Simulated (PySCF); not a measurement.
# C₃H₈BNO: electronic excitations and core binding energies

Wanted: the electronic excitations and core binding energies of C₃H₈BNO (`C#C[B@@H-](O)[NH2+]C`), by calculation.

Computed with PySCF 2.14.0, with density-fitted response routines of our own, on a single molecule in the gas phase. Atoms are numbered from 0 throughout.

**1. The molecule as given**

14 atoms, charge 0, multiplicity 1; geometry from: GFN2-xTB.

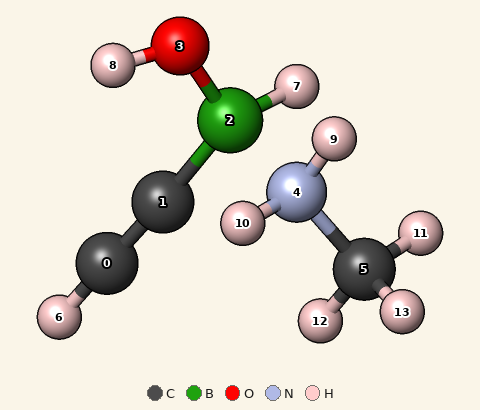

As it starts; carbon dark grey, boron green, oxygen red, nitrogen light blue, hydrogen pink, atoms numbered; sticks join atoms by distance.

**2. TDDFT and polarisability: PBE0/def2-SVPD**

What the job is given:

```
{"job": {"kind": "uv", "xc": "PBE0", "basis": "def2-SVPD", "nstates": 8, "ntriplets": 3}, "charge": 0, "multiplicity": 1}
C      2.115259     1.287971    -0.437447
C      1.412817     0.326842    -0.272917
B      0.556933    -0.944294    -0.001447
O      1.108749    -1.914842     0.870759
N     -0.804729    -0.283235     0.938205
C     -1.656114     0.659166     0.227361
H      2.722933     2.131069    -0.607088
H      0.008954    -1.425352    -0.939274
H      1.824109    -1.567812     1.400865
H     -1.313376    -1.113029     1.227673
H     -0.390258     0.146889     1.760002
H     -2.079373     0.165243    -0.644538
H     -1.040641     1.488388    -0.117483
H     -2.465941     1.042521     0.853187
```

With the program's defaults for keys left out, this is: TDDFT PBE0/def2-SVPD, vertical, gas phase, core orbitals frozen in the response.

Launch:

```sh
> OMP_NUM_THREADS=1 python probes_run.py task.json out
```

One launch serves the whole session: the jobs run in the order shown.

What it wrote:

```text
coarse grid: 11456 points
cycle   1  E = -273.2806904713  dE =  5.552e-01  |g| = 7.265e-01  |ddm| = 9.856e+00
cycle   2  E = -273.1295812420  dE =  1.511e-01  |g| = 1.136e+00  |ddm| = 2.575e+00
cycle   3  E = -273.3961255278  dE = -2.665e-01  |g| = 1.462e-01  |ddm| = 1.324e+00
cycle   4  E = -273.4004729038  dE = -4.347e-03  |g| = 6.512e-02  |ddm| = 3.529e-01
cycle   5  E = -273.4012234491  dE = -7.505e-04  |g| = 3.645e-02  |ddm| = 1.209e-01
cycle   6  E = -273.4015573868  dE = -3.339e-04  |g| = 3.323e-03  |ddm| = 4.468e-02
cycle   7  E = -273.4015600939  dE = -2.707e-06  |g| = 8.446e-04  |ddm| = 1.009e-02
final grid: 110008 points
cycle   8  E = -273.4429234112  dE = -4.069e-05  |g| = 7.451e-03  |ddm| = 1.094e-01
cycle   9  E = -273.4429156184  dE =  7.793e-06  |g| = 9.780e-03  |ddm| = 2.445e-02
cycle  10  E = -273.4429362693  dE = -2.065e-05  |g| = 1.387e-03  |ddm| = 1.149e-02
cycle  11  E = -273.4429366616  dE = -3.923e-07  |g| = 3.171e-04  |ddm| = 2.235e-03
cycle  12  E = -273.4429366756  dE = -1.393e-08  |g| = 2.130e-04  |ddm| = 6.508e-04
cycle  13  E = -273.4429366870  dE = -1.148e-08  |g| = 4.152e-05  |ddm| = 2.773e-04
cycle  14  E = -273.4429366874  dE = -3.951e-10  |g| = 1.018e-05  |ddm| = 1.089e-04
converged SCF energy = -273.4429366874

Static polarisability (au): isotropic 64.938, principal 54.673 63.478 76.664

Singlet excitations
state   eV       nm        f      main configurations
  1   6.2824    197.4   0.01692   H->L 0.48, H->L+1 0.13, H->L+2 0.10
  2   6.4129    193.3   0.03233   H->L 0.39, H->L+1 0.30
  3   6.5324    189.8   0.01941   H-1->L 0.59, H->L+1 0.17
  4   6.7611    183.4   0.01304   H-2->L 0.36, H-1->L+1 0.26
  5   7.0068    176.9   0.01550   H-2->L 0.45, H->L+2 0.20
  6   7.1348    173.8   0.01247   H-1->L+2 0.32, H-1->L 0.22, H-1->L+3 0.17
  7   7.2745    170.4   0.02446   H-2->L+1 0.48, H->L+1 0.24, H->L+3 0.09
  8   7.5690    163.8   0.02715   H->L+2 0.40, H-2->L+1 0.22, H->L+3 0.15

Triplet excitations (Tamm-Dancoff, eV): 5.2300 5.6874 5.7216
```

Run time: 30 s. Hardware: 1 thread of Arm Neoverse V2, shared host; peak memory 0.73 GiB.

The orbitals next to the gap, with their largest atomic shares:

```
orbital     eV                       atoms
 HOMO−3  -8.74   O3 39 %, B2 20 %, C1 15 %
 HOMO−2  -7.98   O3 47 %, C1 15 %, C0 14 %
 HOMO−1  -7.64    C0 42 %, C1 40 %, O3 6 %
   HOMO  -7.34   C0 28 %, C1 26 %, O3 12 %
   LUMO   0.06  B2 19 %, H10 14 %, C5 14 %
 LUMO+1   0.77   C0 17 %, O3 16 %, C1 12 %
 LUMO+2   1.05   C0 20 %, C1 15 %, C5 13 %
```

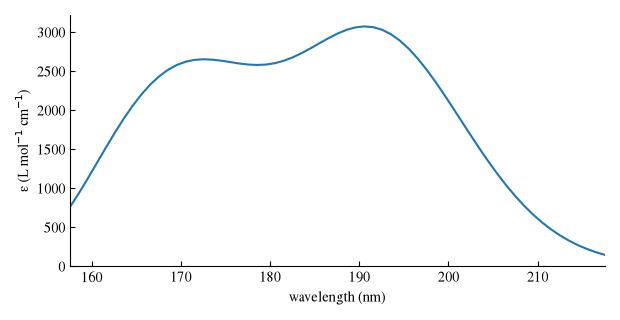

Absorption spectrum: each of the 8 states is a Gaussian band of 0.4 eV half-width at 1/e. Beyond the last state computed it falls off for lack of states.

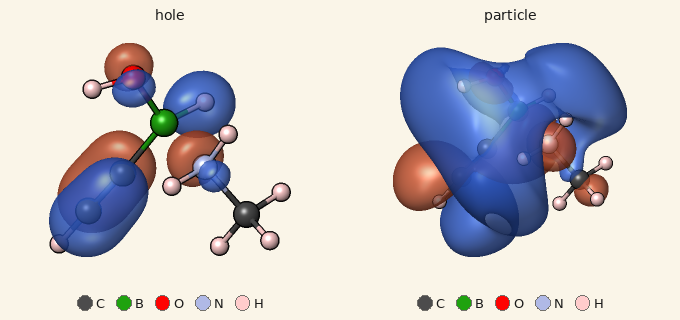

Leading natural transition orbitals of singlet state 2: the electron leaves the hole (left) for the particle orbital (right).

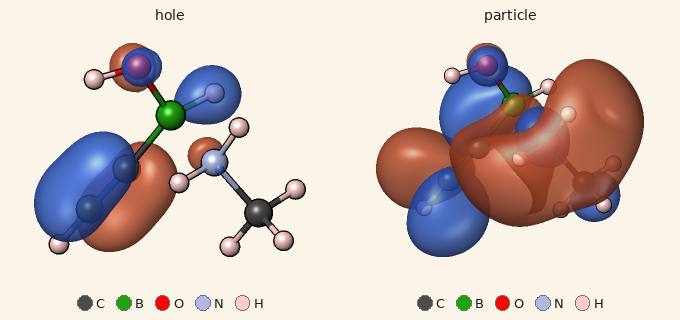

Leading natural transition orbitals of singlet state 1: the electron leaves the hole (left) for the particle orbital (right).

Ground-state properties from the same run:

```
           property  computed
  dipole moment (D)      4.75
polarisability (Å³)      9.62
 HOMO–LUMO gap (eV)      7.40
      −ε(HOMO) (eV)      7.34
```

Orbitals, density, ELF and potential are computed afterwards from the orbital file.

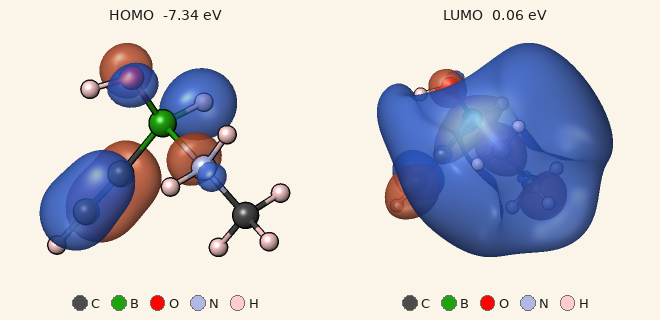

PBE0/def2-SVPD orbitals near the gap, drawn at the value that encloses 70 % of each; the two colours are the two signs.

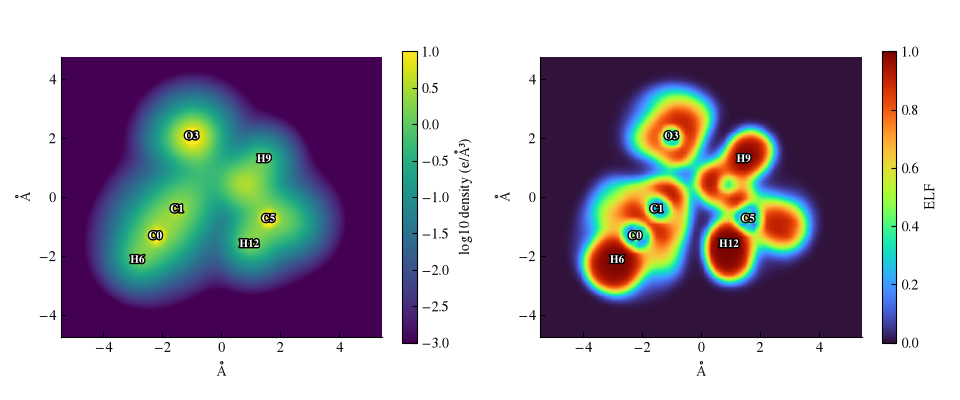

Density (left) and ELF (right) in a plane through or near 7 of the atoms.

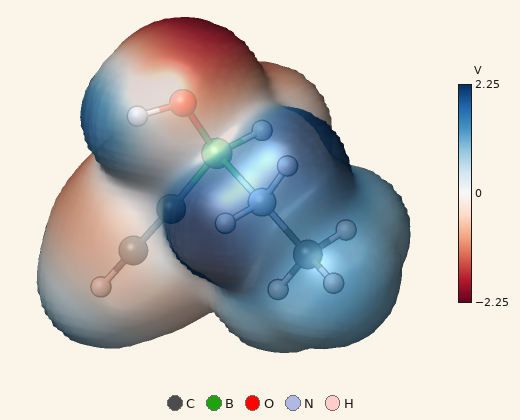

The potential that a unit positive charge feels on the 0.002 e/bohr³ surface, from -1.99 V near O3 to 2.25 V near H10.

**3. Core holes by ΔSCF: SCAN, X2C**

The job, as its differences from that of step 2:

```diff
@@ -1,2 +1,2 @@
-{"job": {"kind": "uv", "xc": "PBE0", "basis": "def2-SVPD", "nstates": 8, "ntriplets": 3}, "charge": 0, "multiplicity": 1}
+{"job": {"kind": "xps"}, "charge": 0, "multiplicity": 1}
 C      2.115259     1.287971    -0.437447
```

With the program's defaults for keys left out, this is: delta-SCF UKS SCAN, pcX-2 on the ionised atom, pcseg-1 elsewhere, spin-free X2C.

What it wrote:

```text
ground state, core basis on atom 0 (C), 155 functions
  cycle   1  E = -273.76869042  |g| = 8.01e-01
  cycle   2  E = -273.50317527  |g| = 1.37e+00
  cycle   3  E = -273.89791120  |g| = 2.67e-01
  cycle   4  E = -273.91335656  |g| = 1.09e-01
  cycle   5  E = -273.91522776  |g| = 6.64e-02
  cycle   6  E = -273.91634615  |g| = 8.25e-03
  cycle   7  E = -273.91636076  |g| = 2.96e-03
  cycle   8  E = -273.91636270  |g| = 1.03e-03
  cycle   9  E = -273.91636396  |g| = 3.47e-04
  E(ground) = -273.92955777 Eh
hole in C 1s of atom 0
  cycle   1  E = -262.70026060  |g| = 1.50e+00
  cycle   2  E = -259.83389255  |g| = 2.61e+00
  cycle   3  E = -262.90085595  |g| = 9.20e-01
  cycle   4  E = -263.15499393  |g| = 5.23e-01
  cycle   5  E = -263.22951151  |g| = 3.02e-01
  cycle   6  E = -263.27179286  |g| = 5.38e-02
  cycle   7  E = -263.27359055  |g| = 1.85e-02
  cycle   8  E = -263.27390782  |g| = 1.22e-02
  cycle   9  E = -263.27408563  |g| = 7.41e-03
  cycle  10  E = -263.27418650  |g| = 5.25e-03
  cycle  11  E = -263.27423507  |g| = 1.75e-03
  cycle  12  E = -263.27423957  |g| = 5.82e-04
  cycle  13  E = -263.27423945  |g| = 2.28e-04
  E(ion) = -263.28703101 Eh   <S^2> = 0.8276   hole on atom = 1.000   binding energy = 289.598 eV
ground state, core basis on atom 1 (C), 155 functions
  cycle   1  E = -273.91595933  |g| = 6.94e-02
  cycle   2  E = -273.91298304  |g| = 1.14e-01
  cycle   3  E = -273.91597489  |g| = 4.01e-02
  cycle   4  E = -273.91639863  |g| = 5.22e-03
  cycle   5  E = -273.91640635  |g| = 1.28e-03
  cycle   6  E = -273.91640543  |g| = 2.46e-04
  E(ground) = -273.92963244 Eh
hole in C 1s of atom 1
  cycle   1  E = -262.71205604  |g| = 1.51e+00
  cycle   2  E = -261.63848288  |g| = 2.00e+00
  cycle   3  E = -263.05634800  |g| = 7.13e-01
  cycle   4  E = -263.21623931  |g| = 3.41e-01
  cycle   5  E = -263.26865038  |g| = 1.09e-01
  cycle   6  E = -263.27483647  |g| = 5.75e-02
  cycle   7  E = -263.27643364  |g| = 1.74e-02
  cycle   8  E = -263.27683325  |g| = 1.28e-02
  cycle   9  E = -263.27709356  |g| = 8.25e-03
  cycle  10  E = -263.27727226  |g| = 4.49e-03
  cycle  11  E = -263.27731489  |g| = 1.96e-03
  cycle  12  E = -263.27731906  |g| = 7.26e-04
  cycle  13  E = -263.27731994  |g| = 3.92e-04
  E(ion) = -263.28938370 Eh   <S^2> = 0.8534   hole on atom = 1.000   binding energy = 289.536 eV
ground state, core basis on atom 2 (B), 155 functions
  cycle   1  E = -273.90716584  |g| = 5.59e-02
  cycle   2  E = -273.90578168  |g| = 8.01e-02
  cycle   3  E = -273.90708383  |g| = 3.85e-02
  cycle   4  E = -273.90746391  |g| = 1.01e-02
  cycle   5  E = -273.90748598  |g| = 2.62e-03
  cycle   6  E = -273.90748851  |g| = 2.99e-04
  E(ground) = -273.92157695 Eh
hole in B 1s of atom 2
  cycle   1  E = -266.31487664  |g| = 1.18e+00
  cycle   2  E = -265.39038546  |g| = 1.70e+00
  cycle   3  E = -266.54350285  |g| = 5.70e-01
  cycle   4  E = -266.61908421  |g| = 4.26e-01
  cycle   5  E = -266.71515132  |g| = 8.60e-02
  cycle   6  E = -266.71881395  |g| = 2.16e-02
  cycle   7  E = -266.71901655  |g| = 9.43e-03
  cycle   8  E = -266.71904399  |g| = 7.62e-03
  cycle   9  E = -266.71907728  |g| = 2.41e-03
  cycle  10  E = -266.71908423  |g| = 2.13e-03
  cycle  11  E = -266.71908992  |g| = 9.65e-04
  cycle  12  E = -266.71909353  |g| = 4.91e-04
  E(ion) = -266.73449403 Eh   <S^2> = 0.7725   hole on atom = 1.000   binding energy = 195.570 eV
ground state, core basis on atom 3 (O), 155 functions
  cycle   1  E = -273.94120733  |g| = 9.81e-02
  cycle   2  E = -273.94064340  |g| = 6.89e-02
  cycle   3  E = -273.94089003  |g| = 5.72e-02
  cycle   4  E = -273.94144052  |g| = 5.90e-03
  cycle   5  E = -273.94144912  |g| = 2.38e-03
  cycle   6  E = -273.94145018  |g| = 4.11e-04
  E(ground) = -273.95117324 Eh
hole in O 1s of atom 3
  cycle   1  E = -253.37743908  |g| = 2.22e+00
  cycle   2  E = -252.56929846  |g| = 2.31e+00
  cycle   3  E = -254.00738806  |g| = 6.03e-01
  cycle   4  E = -253.97255927  |g| = 5.96e-01
  cycle   5  E = -254.16538629  |g| = 1.96e-01
  cycle   6  E = -254.18630858  |g| = 3.94e-02
  cycle   7  E = -254.18707979  |g| = 8.58e-03
  cycle   8  E = -254.18710725  |g| = 5.10e-03
  cycle   9  E = -254.18711928  |g| = 1.80e-03
  cycle  10  E = -254.18712146  |g| = 6.89e-04
  cycle  11  E = -254.18712161  |g| = 3.08e-04
  E(ion) = -254.19879636 Eh   <S^2> = 0.7615   hole on atom = 1.000   binding energy = 537.490 eV
ground state, core basis on atom 4 (N), 155 functions
  cycle   1  E = -273.92418960  |g| = 8.55e-02
  cycle   2  E = -273.92329081  |g| = 8.38e-02
  cycle   3  E = -273.92432037  |g| = 3.82e-02
  cycle   4  E = -273.92457153  |g| = 1.05e-02
  cycle   5  E = -273.92459947  |g| = 2.17e-03
  cycle   6  E = -273.92459977  |g| = 4.87e-04
  E(ground) = -273.93502112 Eh
hole in N 1s of atom 4
  cycle   1  E = -258.27573973  |g| = 1.86e+00
  cycle   2  E = -253.85703003  |g| = 3.14e+00
  cycle   3  E = -258.62479657  |g| = 7.28e-01
  cycle   4  E = -258.86449222  |g| = 4.19e-01
  cycle   5  E = -258.88398129  |g| = 3.96e-01
  cycle   6  E = -258.96869676  |g| = 7.61e-02
  cycle   7  E = -258.97157190  |g| = 1.37e-02
  cycle   8  E = -258.97166214  |g| = 5.25e-03
  cycle   9  E = -258.97167060  |g| = 3.64e-03
  cycle  10  E = -258.97167689  |g| = 1.44e-03
  cycle  11  E = -258.97167755  |g| = 3.69e-04
  E(ion) = -258.98122109 Eh   <S^2> = 0.7654   hole on atom = 1.000   binding energy = 406.914 eV
ground state, core basis on atom 5 (C), 155 functions
  cycle   1  E = -273.91259922  |g| = 5.62e-02
  cycle   2  E = -273.91258549  |g| = 1.40e-02
  cycle   3  E = -273.91254981  |g| = 1.83e-02
  cycle   4  E = -273.91262118  |g| = 6.28e-03
  cycle   5  E = -273.91263190  |g| = 3.89e-04
  E(ground) = -273.92474403 Eh
hole in C 1s of atom 5
  cycle   1  E = -262.62176996  |g| = 1.50e+00
  cycle   2  E = -259.42835906  |g| = 2.73e+00
  cycle   3  E = -262.87754440  |g| = 7.56e-01
  cycle   4  E = -263.08873240  |g| = 4.52e-01
  cycle   5  E = -263.15467706  |g| = 1.80e-01
  cycle   6  E = -263.16434329  |g| = 1.12e-01
  cycle   7  E = -263.17056139  |g| = 3.04e-02
  cycle   8  E = -263.17100739  |g| = 1.07e-02
  cycle   9  E = -263.17106288  |g| = 4.94e-03
  cycle  10  E = -263.17107583  |g| = 1.72e-03
  cycle  11  E = -263.17107891  |g| = 8.06e-04
  cycle  12  E = -263.17107914  |g| = 3.01e-04
  E(ion) = -263.18208044 Eh   <S^2> = 0.7694   hole on atom = 1.000   binding energy = 292.323 eV
```

It took 72 s on 1 thread of Arm Neoverse V2, shared host; peak memory 0.46 GiB.

Binding energies by hole, beside the orbital energy of the ground state; the difference holds orbital relaxation and, for a density functional, its self-interaction error:

```
     hole  stands for                       environment          ΔSCF (eV)  −ε (eV)   ⟨S²⟩
C1s on C0          C0            terminal alkyne carbon             289.60    272.8  0.828
C1s on C1          C1                     alkyne carbon  289.54 (doubtful)    272.5  0.853
B1s on B2          B2        boron bonded to C, N, O, H             195.57    179.7  0.772
O1s on O3          O3             oxygen bonded to B, H             537.49    515.6  0.762
N1s on N4          N4  donor nitrogen of a Lewis adduct             406.91    387.7  0.765
C1s on C5          C5         methyl carbon bonded to N             292.32    274.9  0.769
```

Doubtful: the ion did not converge, its hole moved, or its ⟨S²⟩ is well above 0.75.

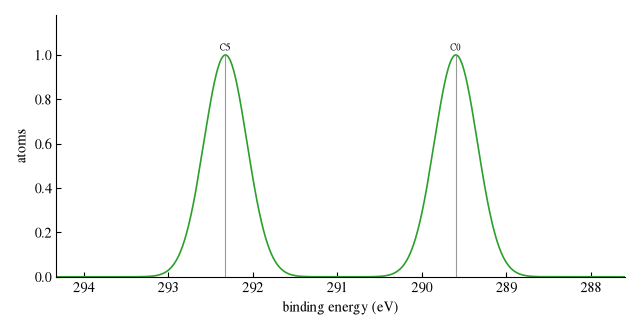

The C1s photoelectron lines, weighted by the number of atoms. Only 2 of the 3 C atoms are covered by sound results. Lines are broadened to a width of 0.60 eV (Gaussian).

**4. Outcome**

| quantity | value |
| --- | --- |
| lowest singlet (PBE0/def2-SVPD) | 6.28 eV (197 nm), f = 0.017 |
| brightest single state of those computed | state 2, 6.41 eV, f = 0.032 |
| lowest triplet | 5.23 eV |
| surface potential, least and greatest | -1.99 V and 2.25 V |
| C1s binding energies, SCAN/pcX-2 (standing for 2 of 3 atoms) | C5 292.32, C0 289.60 eV |
| B1s binding energies, SCAN/pcX-2 | B2 195.57 eV |
| O1s binding energies, SCAN/pcX-2 | O3 537.49 eV |
| N1s binding energies, SCAN/pcX-2 | N4 406.91 eV |

In words: The first singlet state (HOMO→LUMO 0.48, HOMO→LUMO+1 0.13) lies at 6.28 eV and is weak; of the 8 states computed, the strongest absorption comes from state 2 at 6.41 eV. The lowest triplet lies 1.05 eV below the lowest singlet (triplets in Tamm-Dancoff, singlets in full TDDFT). The C1s levels kept as sound span 2.72 eV, from C0 (terminal alkyne carbon) up to C5 (methyl carbon bonded to N). Only 2 of the 3 C atoms are covered by sound results.
